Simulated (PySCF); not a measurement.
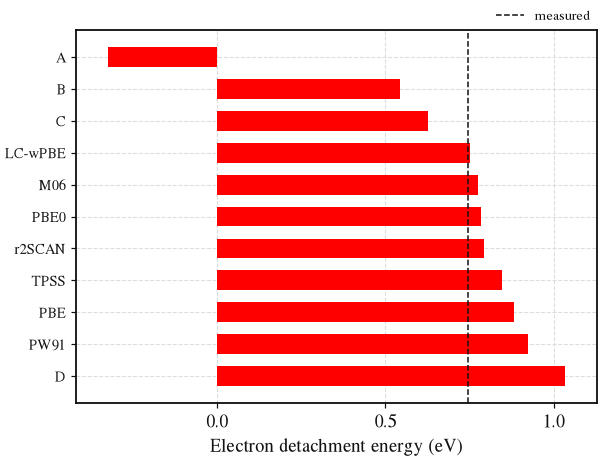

The electron detachment energy of P⁻ ([Ne] 3s² 3p⁴ → [Ne] 3s² 3p³) by several methods, in rising order. PySCF, aug-cc-pV(Q+d)Z, non-relativistic, unrestricted single determinants, no spin-orbit coupling. Methods marked “valence” freeze 10 core electrons. The lettered entries are HF, LDA, MP2 valence and SCS-MP2 valence in some order.

Q: Match the letters to the methods.

A: A is HF (−0.32 eV); B is MP2 valence (0.54 eV); C is SCS-MP2 valence (0.63 eV); D is LDA (1.03 eV). The values run from −0.32 eV (HF) to 1.03 eV (LDA). The measured value is 0.75 eV; nearest to it come LC-wPBE (+0.00) and M06 (+0.03), furthest HF (−1.07 eV). These values lack spin-orbit coupling; with the first-order correction of +0.012 eV added, LC-wPBE comes nearest (+0.02).

Known limits: highest occupied orbital is unbound.
